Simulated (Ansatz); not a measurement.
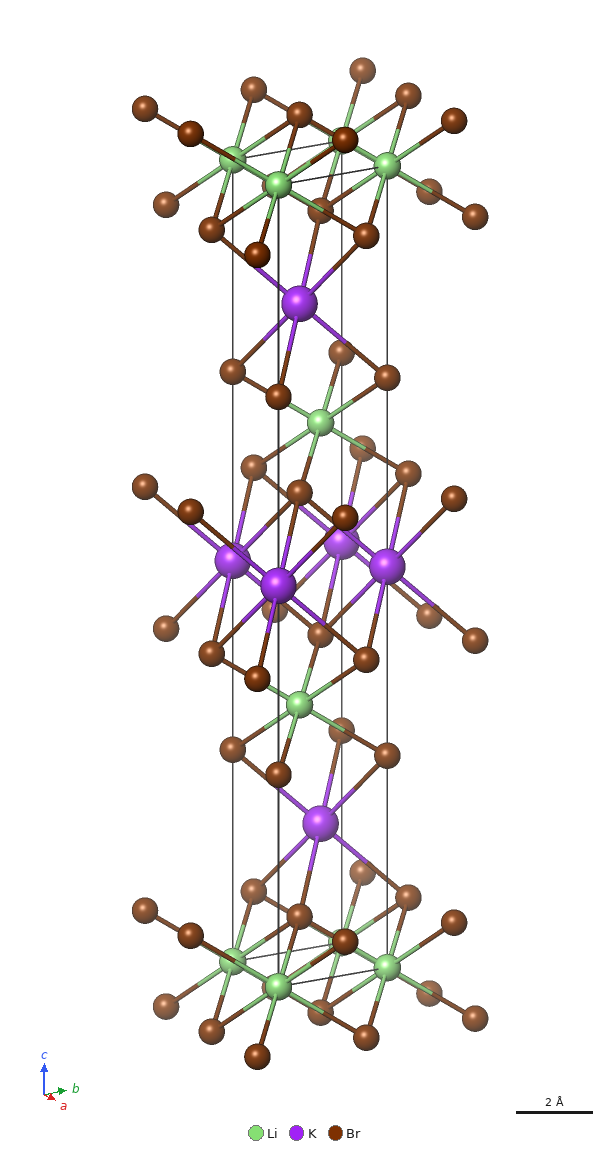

This ball-and-stick model is shown slightly off an axis. The lines enclose the conventional unit cell; boundary atoms appear with their images. Some neighbours outside the box are added.

KLiBr2, α-NaFeO₂ type, space group R-3m (No. 166), a = 4.218 Å, b = 4.218 Å, c = 21.594 Å, α = 90.00°, β = 90.00°, γ = 120.00°. The initial geometry was a structure type filled with these elements by a generator (whether the compound takes this form wasn't checked). Earlier steps of the study may have refined or changed the cell and positions. It was the input of a calculation with Ansatz.

This one geometry was computed with Ansatz (DFT, plane waves, PAW) at five levels of theory: PBE, PBE0, PBE with spin-orbit coupling, HSE06 and r2SCAN. It was relaxed beforehand with r2SCAN.

Q: How does the band gap change with the level of theory?

A: PBE with spin-orbit coupling: a gap of 4.25 eV, direct; PBE: a gap of 4.42 eV, direct; r2SCAN: a gap of 5.12 eV, direct; HSE06: a gap of 5.59 eV, direct; PBE0: a gap of 6.29 eV, direct.

Q: Collect the results in a table.

A:
| level | cutoff (eV) | k-mesh of the run's cell | gap (eV) | pressure (GPa) |
| --- | --- | --- | --- | --- |
| PBE | 420 | 8×8×8 | 4.42 | 0.6 |
| PBE0 | 420 | 6×6×6 | 6.29 | 0.2 |
| PBE with spin-orbit coupling | 420 | 8×8×8 | 4.25 | 0.6 |
| HSE06 | 420 | 6×6×6 | 5.59 | 0.2 |
| r2SCAN | 500 | 8×8×8 | 5.12 | 0.0 |

Gaps are taken on the k-mesh or band path of each run.
